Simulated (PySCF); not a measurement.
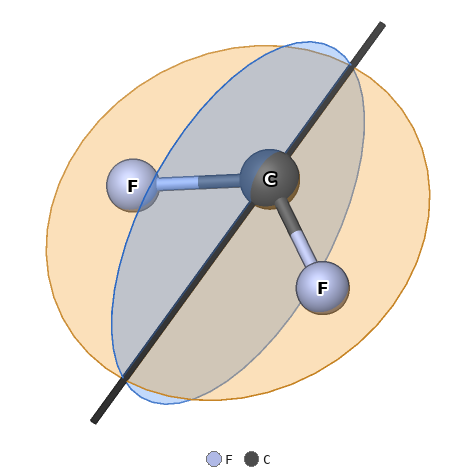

All proper rotation axes (lines) and mirror planes (discs) of the structure are drawn in. Depth is shown by fading: the farther an atom, the more it takes the colour of the background. State: neutral, triplet. Computed geometry: GFN2-xTB optimisation. No frequency run is at hand to confirm it as a minimum.

Q: Name the symmetry elements and the point group.

A: It has 1 C2 axis and 2 mirror planes. Point group C2v. The group has 4 operations. The geometry is achiral, and symmetry allows a dipole moment.

The spin state was imposed, and no run here compares it with a lower spin, which may lie lower.
